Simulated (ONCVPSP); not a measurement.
**Run report: Gd, pseudopotential generation**

Gadolinium (Gd, Z = 64), core [Kr] 4d10, reference valence 4f7 5s2 5p6 5d1 6s2, valence charge 18. Computed at this level: ONCV potential, PBEsol, scalar-relativistic, made with ONCVPSP 4.0.1.

**The program's output (extracts)**
```
ONCVPSP  (Optimized Norm-Conservinng Vanderbilt PSeudopotential)
scalar-relativistic version 4.0.1

#   n    l    f        energy (Ha)
    1    0    2.00    -1.8405542E+03
    2    0    2.00    -3.0391190E+02
    2    1    6.00    -2.7047237E+02
    3    0    2.00    -6.7366874E+01
    3    1    6.00    -5.7009539E+01
    3    2   10.00    -4.3333545E+01
    4    0    2.00    -1.3560303E+01
    4    1    6.00    -1.0145835E+01
    4    2   10.00    -5.4240227E+00
    4    3    7.00    -3.2090848E-01
    5    0    2.00    -1.8288604E+00
    5    1    6.00    -1.0023487E+00
    5    2    1.00    -9.3888334E-02
    6    0    2.00    -1.5246385E-01

Reference configufation results
  iterations    33
  all-electron total energy (Ha)   -1.12672757D+04

Begin loop to  construct optimized pseudo wave functions
and semi-local pseudopoentials for all angular momenta

Calculating optimized projector #   1

 for l=   0

    Fraction of norm inside rc  0.910694
    Optimizing pswf for qcut=   4.99 a_B^-1,  ecut=  12.45 Ha
    Residual kinetic energy error=  1.03D-04 Ha

    Energy error per electron        Cutoff
         Ha          eV             Ha
         0.01000     0.27211        7.24
         0.00100     0.02721       10.09
         0.00010     0.00272       12.76
         0.00001     0.00027       38.19

Calculating optimized projector #   2

 for l=   0

    Fraction of norm inside rc  0.045879
    Optimizing pswf for qcut=   4.99 a_B^-1,  ecut=  12.45 Ha
    Residual kinetic energy error=  6.23D-05 Ha

    Energy error per electron        Cutoff
         Ha          eV             Ha
         0.01000     0.27211        3.09
         0.00100     0.02721        9.23
         0.00010     0.00272       11.91
         0.00001     0.00027       24.61

   Wellstate for l =  1  n =  7
     eigenvalue =   2.2977
     asymptotic potential =   2.7977
     half-point radius =  3.3464

Calculating optimized projector #   1

 for l=   1

    Fraction of norm inside rc  0.650727
    Optimizing pswf for qcut=   4.40 a_B^-1,  ecut=   9.67 Ha
    Residual kinetic energy error=  4.86D-03 Ha

    Energy error per electron        Cutoff
         Ha          eV             Ha
         0.01000     0.27211        5.57
         0.00100     0.02721       40.21
         0.00010     0.00272       69.57
         0.00001     0.00027       91.42

Calculating optimized projector #   2

 for l=   1

    Fraction of norm inside rc  0.084993
    Optimizing pswf for qcut=   4.40 a_B^-1,  ecut=   9.67 Ha
    Residual kinetic energy error=  9.00D-03 Ha

    Energy error per electron        Cutoff
         Ha          eV             Ha
         0.01000     0.27211        8.59
         0.00100     0.02721       24.80
         0.00010     0.00272       68.98
         0.00001     0.00027       85.60

   Wellstate for l =  2  n =  7
     eigenvalue =   3.2061
     asymptotic potential =   3.7061
     half-point radius =  3.4029

Calculating optimized projector #   1

 for l=   2

    Fraction of norm inside rc  0.360327
    Optimizing pswf for qcut=   3.89 a_B^-1,  ecut=   7.57 Ha
    Residual kinetic energy error=  1.12D-03 Ha

    Energy error per electron        Cutoff
         Ha          eV             Ha
         0.01000     0.27211        5.58
         0.00100     0.02721        7.71
         0.00010     0.00272       32.35
         0.00001     0.00027       64.98

Calculating optimized projector #   2

 for l=   2

    Fraction of norm inside rc  0.182197
    Optimizing pswf for qcut=   3.89 a_B^-1,  ecut=   7.57 Ha
    Residual kinetic energy error=  4.16D-02 Ha

    Energy error per electron        Cutoff
         Ha          eV             Ha
         0.01000     0.27211        8.52
         0.00100     0.02721       12.94
         0.00010     0.00272       42.87
         0.00001     0.00027       68.41

   Wellstate for l =  3  n =  6
     eigenvalue =   1.9791
     asymptotic potential =   2.4791
     half-point radius =  3.7854

Calculating optimized projector #   1

 for l=   3

    Fraction of norm inside rc  0.891931
    Optimizing pswf for qcut=  11.09 a_B^-1,  ecut=  61.49 Ha
    Residual kinetic energy error=  1.18D-04 Ha

    Energy error per electron        Cutoff
         Ha          eV             Ha
         0.01000     0.27211       50.16
         0.00100     0.02721       55.95
         0.00010     0.00272       64.85
         0.00001     0.00027      167.08

Calculating optimized projector #   2

 for l=   3

    Fraction of norm inside rc  0.076842
    Optimizing pswf for qcut=  11.09 a_B^-1,  ecut=  61.49 Ha
    Residual kinetic energy error=  2.41D-04 Ha

    Energy error per electron        Cutoff
         Ha          eV             Ha
         0.01000     0.27211       48.87
         0.00100     0.02721       56.85
         0.00010     0.00272       77.98
         0.00001     0.00027      194.87

Construct Vanderbilt / Kleinmman-Bylander projectors

B matrix Hermiticity error, ll=   0
   1   2    1.4222E-04

  Orthonormal projector coefficients  8.5915E+00  1.3783E+00

B matrix Hermiticity error, ll=   1
   1   2   -3.9749E-04

  Orthonormal projector coefficients  7.8929E+00  2.1775E+00

B matrix Hermiticity error, ll=   2
   1   2   -2.1240E-04

  Orthonormal projector coefficients  7.0242E+00  1.8095E+00

B matrix Hermiticity error, ll=   3
   1   2   -3.8279E-04

  Orthonormal projector coefficients -1.5238E+01 -5.4561E+00

Model core correction analysis
  based on d2Exc/dn_idn_j

d2excae - all-electron derivatives

   -2.015958D-02   -1.247925D-02   -9.396042D-03   -3.173206D-03
   -1.144509D-03
   -1.247899D-02   -2.555242D-02   -2.243053D-02   -8.292797D-03
   -1.558228D-03
   -9.395851D-03   -2.243053D-02   -2.268362D-02   -1.187833D-02
   -2.778839D-03
   -3.173087D-03   -8.292725D-03   -1.187813D-02   -1.782920D-02
   -1.568698D-02
   -1.144418D-03   -1.558121D-03   -2.778492D-03   -1.568159D-02
   -2.517365D-02

d2excps - pseudofunction derivatives with no core correction

   -4.439367D-02   -2.339441D-02   -1.484913D-02   -3.713024D-03
   -2.026392D-03
   -2.339458D-02   -2.618117D-02   -2.211495D-02   -8.386003D-03
   -1.724566D-03
   -1.484930D-02   -2.211475D-02   -2.313990D-02   -1.222162D-02
   -2.774589D-03
   -3.712949D-03   -8.385916D-03   -1.222143D-02   -1.801658D-02
   -1.568627D-02
   -2.026366D-03   -1.724281D-03   -2.774240D-03   -1.568088D-02
   -2.519124D-02

rms 2nd derivative error    5.961019E-03

rmatch, rhocmatch    0.8415   20.7179

Teter function model core charge with specified parameters

d2excps - pseudofunction derivatives with core correction

   -3.688545D-02   -2.053754D-02   -1.388718D-02   -3.658843D-03
   -1.753959D-03
   -2.053773D-02   -2.362603D-02   -2.169798D-02   -8.383208D-03
   -1.472281D-03
   -1.388724D-02   -2.169788D-02   -2.306748D-02   -1.223017D-02
   -2.730580D-03
   -3.658761D-03   -8.383119D-03   -1.222998D-02   -1.801996D-02
   -1.568507D-02
   -1.753908D-03   -1.472167D-03   -2.730231D-03   -1.567968D-02
   -2.516659D-02

rms 2nd derivative error    4.272908E-03

Pseudoatom total energy -107.563488

Diagnostic tests using Vanderbilt-Kleinman-Bylander pseudopotentials
  1 or more projectors used as specified by nproj input data

   l    rcore       rmatch      e in        delta e   norm test  slope test

   0   1.9561131   2.0155050  -1.8288604   0.0000310   1.0001527   1.0001657
   0   1.9561131   2.0155050  -0.1524639   0.0000020   1.0000314   1.0000305

   1   1.7046704   1.7564278  -1.0023487  -0.0000076   1.0000924   1.0001102
   1   1.7046704   1.7564278   2.2976513   0.0000409   1.0004264   1.0004264

   2   2.1525917   2.2179490  -0.0938883  -0.0000404   0.9999372   0.9989040
   2   2.1525917   2.2179490   3.2061117   0.0000255   1.0002829   1.0002829

   3   1.4504238   1.4944619  -0.3209085  -0.0000006   1.0002749   1.0002774
   3   1.4504238   1.4944619   1.9790915   0.0000890   1.0002959   1.0002959

 Testing for bound ghosts
   n   l    E NL Schr. Eq   E Basis Diag.   E Cutoff

   1   0       -1.828829       -1.828805     33.51
   2   0       -0.152462       -0.098938     33.51

   2   1       -1.002356       -1.002093    104.07

   3   2       -0.093929       -0.084648     74.13

   4   3       -0.320909       -0.320250    234.91

 Testing for highly-localized positive-energy ghosts
       l    <radius>/rc     E Basis Diag.   E Cutoff

       0        0.391654        2.141096     33.51  WARNING - GHOST(+)

Test configuration 0

   n   l     f        eae           eps        diff
   1   0  2.0000-1840.55421972
   2   0  2.0000 -303.91189634
   2   1  6.0000 -270.47236831
   3   0  2.0000  -67.36687445
   3   1  6.0000  -57.00953919
   3   2 10.0000  -43.33354473
   4   0  2.0000  -13.56030274
   4   1  6.0000  -10.14583502
   4   2 10.0000   -5.42402273
   4   3  7.0000   -0.32090848   -0.32090911   -6.28D-07
   5   0  2.0000   -1.82886041   -1.82882943    3.10D-05
   5   1  6.0000   -1.00234872   -1.00235628   -7.55D-06
   5   2  1.0000   -0.09388833   -0.09392878   -4.04D-05
   6   0  2.0000   -0.15246385   -0.15246190    1.95D-06

    Total energies and differences
      AE_ref= -1.12672757D+04  AE_tst= -1.12672757D+04  dif=  0.00D+00
      PS_ref= -1.07563488D+02  PS_tst= -1.07563488D+02  dif= -2.08D-11
      PSP excitation error=  2.08D-11

Test configuration 1

   n   l     f        eae           eps        diff
   1   0  2.0000-1840.78921676
   2   0  2.0000 -304.14575020
   2   1  6.0000 -270.70629258
   3   0  2.0000  -67.60039839
   3   1  6.0000  -57.24307135
   3   2 10.0000  -43.56706461
   4   0  2.0000  -13.79391505
   4   1  6.0000  -10.37946478
   4   2 10.0000   -5.65763261
   4   3  7.0000   -0.55436246   -0.55529327   -9.31D-04
   5   0  2.0000   -2.06258721   -2.06292896   -3.42D-04
   5   1  6.0000   -1.23573325   -1.23574994   -1.67D-05
   5   2  1.0000   -0.30995703   -0.30990919    4.78D-05
   6   0  1.0000   -0.34166530   -0.34170108   -3.58D-05

    Total energies and differences
      AE_ref= -1.12672757D+04  AE_tst= -1.12670305D+04  dif=  2.45D-01
      PS_ref= -1.07563488D+02  PS_tst= -1.07318134D+02  dif=  2.45D-01
      PSP excitation error= -7.85D-05

Test configuration 2

   n   l     f        eae           eps        diff
   1   0  2.0000-1841.06429095
   2   0  2.0000 -304.41909003
   2   1  6.0000 -270.97975132
   3   0  2.0000  -67.87287463
   3   1  6.0000  -57.51556492
   3   2 10.0000  -43.83959172
   4   0  2.0000  -14.06657003
   4   1  6.0000  -10.65217943
   4   2 10.0000   -5.93037262
   4   3  7.0000   -0.82668839   -0.82914083   -2.45D-03
   5   0  2.0000   -2.33525183   -2.33610958   -8.58D-04
   5   1  6.0000   -1.50664037   -1.50667340   -3.30D-05
   5   2  1.0000   -0.55634277   -0.55614957    1.93D-04

    Total energies and differences
      AE_ref= -1.12672757D+04  AE_tst= -1.12665878D+04  dif=  6.88D-01
      PS_ref= -1.07563488D+02  PS_tst= -1.06875254D+02  dif=  6.88D-01
      PSP excitation error= -2.67D-04

Test configuration 3

psatom: WARNING lschvkbb convergence error n,l,iter=   3   2   4
ea(ii),et,emin,emax -1.019314E-01 -1.121245E-01 -1.121245E-01 -1.121245E-01
run_config: WARNING for fully non-local PS atom, stg. 1
 WARNING no output for configuration 4

Test configuration 4

   n   l     f        eae           eps        diff
   1   0  2.0000-1840.60248343
   2   0  2.0000 -303.95969990
   2   1  6.0000 -270.52016880
   3   0  2.0000  -67.41457331
   3   1  6.0000  -57.05723742
   3   2 10.0000  -43.38124468
   4   0  2.0000  -13.60815550
   4   1  6.0000  -10.19370486
   4   2 10.0000   -5.47189978
   4   3  7.0000   -0.36874298   -0.36953595   -7.93D-04
   5   0  2.0000   -1.87719095   -1.87740150   -2.11D-04
   5   1  6.0000   -1.05012839   -1.05009320    3.52D-05
   5   2  1.0000   -0.13131748   -0.13127093    4.65D-05
   6   0  1.0000   -0.17933988   -0.17935455   -1.47D-05
   6   1  1.0000   -0.07042169   -0.07043226   -1.06D-05

    Total energies and differences
      AE_ref= -1.12672757D+04  AE_tst= -1.12671692D+04  dif=  1.07D-01
      PS_ref= -1.07563488D+02  PS_tst= -1.07456934D+02  dif=  1.07D-01
      PSP excitation error= -1.47D-05
```

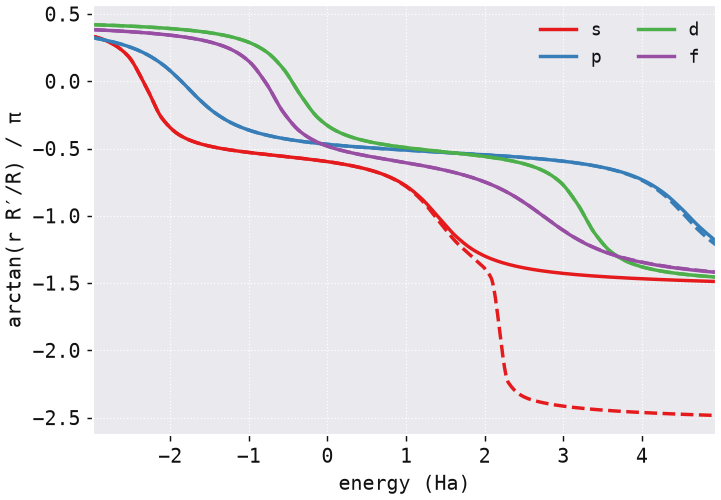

Figure 1. Unwrapped phase arctan(r R′/R) in units of π against energy, all-electron (solid) and pseudo (dashed); the pseudo phase is matched to the all-electron one at the reference energy. Here R(r) is the radial function. A near-vertical step is a level narrower than the spacing of the points behind the curves.

- Range over which the phases agree within 0.05 rad: s: up to about 1.3 Ha; p: up to about 4.3 Ha; d: over the whole range drawn; f: over the whole range drawn.
- First channel to depart above its reference energy: the s channel: its phase error passes 0.05 rad 1.4 Ha above its reference energy, against 5.3 Ha for p.

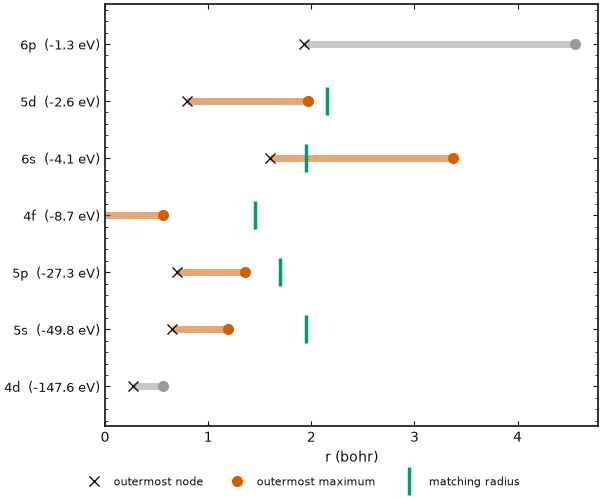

Figure 2. Outer shells of the all-electron reference atom: each bar runs from the outermost node (or the nucleus) to the outermost maximum of u(r); the tick is the radius chosen for the pseudo-wave. Shells without a tick have no pseudo-wave of their own. Levels, nodes and maxima are from ld1.x, scalar-relativistic.

- Radii against the shells: 5s: 1.95 bohr, outside the maximum; 5p: 1.70 bohr, outside the maximum; 4f: 1.45 bohr, outside the maximum; 6s: 1.95 bohr, between node and maximum; 5d: 2.15 bohr, outside the maximum.

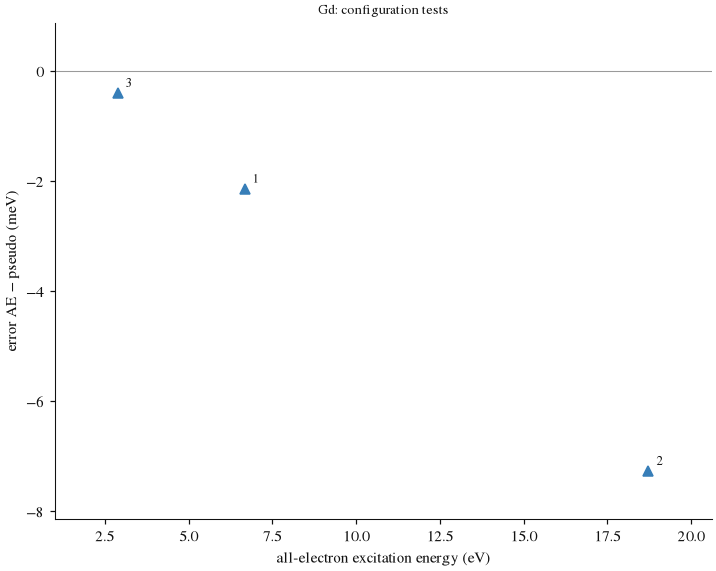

Figure 3. Errors, all-electron minus pseudo, of the energies of valence configurations relative to the unpolarised reference 4f7 5s2 5p6 5d1 6s2. Points: 1 = 4f7 5s2 5p6 5d1 6s1; 2 = 4f7 5s2 5p6 5d1 6s0; 3 = 4f7 5s2 5p6 5d1 6s1 6p1. Not all tests gave a result: 1 of 4 tests not solved.

- Worst configuration: 4f7 5s2 5p6 5d1 6s0 (charge +2): the error is -7.3 meV on an all-electron energy of +18.72 eV relative to the reference, or 0.039 %.
- Configurations within 10 meV and within 50 meV: 3 and 3 of 3.
- Errors in meV: 4f7 5s2 5p6 5d1 6s1: -2.1; 4f7 5s2 5p6 5d1 6s0: -7.3; 4f7 5s2 5p6 5d1 6s1 6p1: -0.4.

**Input file**
```
# ATOM AND REFERENCE CONFIGURATION
# atsym  z   nc   nv     iexc    psfile
  Gd 64.00    9    5  -116133      upf
#
#   n    l    f
    1    0    2.00
    2    0    2.00
    2    1    6.00
    3    0    2.00
    3    1    6.00
    3    2   10.00
    4    0    2.00
    4    1    6.00
    4    2   10.00
    4    3    7.00
    5    0    2.00
    5    1    6.00
    5    2    1.00
    6    0    2.00
#
# PSEUDOPOTENTIAL AND OPTIMIZATION
# lmax
    3
#
#   l,   rc,      ep,       ncon, nbas, qcut
    0    1.95    0.00    3    6    5.00
    1    1.70    0.00    4    8    4.40
    2    2.15    0.00    3    8    3.90
    3    1.45    0.00    4    9   11.10
#
# LOCAL POTENTIAL
# lloc, lpopt,  rc(5),   dvloc0
    4    5    1.20    4.00
#
# VANDERBILT-KLEINMAN-BYLANDER PROJECTORs
# l, nproj, debl
    0    2    3.20
    1    2    3.30
    2    2    3.30
    3    2    2.30
#
# MODEL CORE CHARGE
# icmod, fcfact, rcfact
    3    5.50    1.00
#
# LOG DERIVATIVE ANALYSIS
# epsh1, epsh2, depsh
   -3.00    5.00    0.02
#
# OUTPUT GRID
# rlmax, drl
    6.00    0.01
#
# TEST CONFIGURATIONS
# ncnf
    4
# nvcnf
#   n    l    f
    5
    4    3    7.00
    5    0    2.00
    5    1    6.00
    5    2    1.00
    6    0    1.00
#
    5
    4    3    7.00
    5    0    2.00
    5    1    6.00
    5    2    1.00
    6    0    0.00
#
    5
    4    3    7.00
    5    0    2.00
    5    1    6.00
    5    2    0.00
    6    0    0.00
#
    6
    4    3    7.00
    5    0    2.00
    5    1    6.00
    5    2    1.00
    6    0    1.00
    6    1    1.00
#
```

Run as:
```bash
oncvpsp.x < Gd.dat > Gd.out
```

**Summary**

- outcome: generated, with a spurious state above the valence levels
- cutoffs needed: 56 Ha and 70 Ha (the cutoffs at which the residual kinetic energy of the hardest occupied pseudo-wave falls to 1 and 0.1 mHa per electron)
- ghost test: no bound ghost flagged; GHOST(+) flagged for s at 58.3 eV
- configuration tests: 1 of 4 tests not solved
- rms error of d²Exc/dni dnj: 5.96 mHa without and 4.27 mHa with the model core
- largest excitation error among the tests solved: -7.3 meV (all-electron minus pseudo) for 4f7 5s2 5p6 5d1 6s0
- clearest signs, in the scattering phases, of states that the all-electron atom lacks: s near 2.1 Ha
- range over which the phases arctan(r R′/R) at the test radius agree within 0.05 rad (a looser test near the poles than one of phase shifts): s: up to about 1.3 Ha; p: up to about 4.3 Ha; d: over the whole range computed; f: over the whole range computed
- hardware: 1 CPU thread, shared host
- wall time: 7.1 s

**Notes**

The scattering phases show an s state near 2.1 Ha, 2.3 Ha above the channel's reference energy, that the all-electron atom lacks; it spoils states at that energy. Warnings of the program, in the generation or the tests: psatom: WARNING lschvkbb convergence error n,l,iter= 3 2 4.
